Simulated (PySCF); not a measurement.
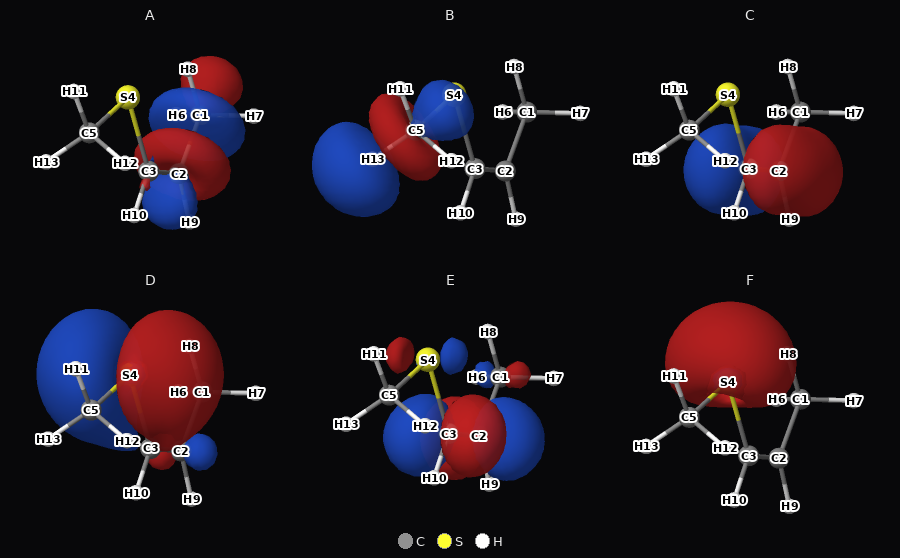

Figure. C$_{4}$H$_{8}$S, SMILES `C/C=C\SC`. Intrinsic bond orbitals (IBO), occupied and valence-virtual; each surface holds about 85 % of the orbital's density. Energies are diagonal elements of the Fock matrix.

PySCF calculation, CAM-B3LYP/def2-SVP, gas phase; geometry: GFN2-xTB. No frequency check shows the geometry to be a minimum. GFN2-xTB bond lengths at metals and heavier atoms can be off by up to 0.1 Å and shapes distorted, which carries into these values.

Cartesian coordinates (Å):

```
C1       2.3939    0.5149    0.0011
C2       1.5933   -0.7418   -0.0004
C3       0.2692   -0.8001   -0.0005
S4      -0.7933    0.6062   -0.0006
C5      -2.3999   -0.2420    0.0013
H6       3.0349    0.5560   -0.8811
H7       3.0361    0.5525    0.8791
H8       1.7385    1.3823    0.0032
H9       2.1521   -1.6685   -0.0010
H10     -0.2647   -1.7372   -0.0007
H11     -3.1604    0.5321   -0.0000
H12     -2.4910   -0.8532    0.8948
H13     -2.4922   -0.8496   -0.8947
```

Name the orbitals, with their atomic make-up and energies.

By panel:
- A: σ* orbital C1–C2 (C1 50 %, C2 50 %; 13.2 eV)
- B: σ* orbital H13–C5 (H13 57 %, C5 42 %; 10.8 eV)
- C: π bond C3–C2 (C3 51 %, C2 48 %; −9.3 eV)
- D: lone pair on S4 (p-type) (S4 94 %; −8.4 eV)
- E: π* orbital C2–C3 (C2 48 %, C3 46 %, S4 5 %; 3.6 eV)
- F: lone pair on S4 (sp0.5-type) (S4 99 %; −14.8 eV)

Which has the smallest and which the largest spatial spread?

Smallest: F (0.96 Å); largest: E (1.30 Å).

How do all the valence pairs divide up?

15 pairs: 12 σ bonds, 2 lone pairs and 1 two-centre π bond.
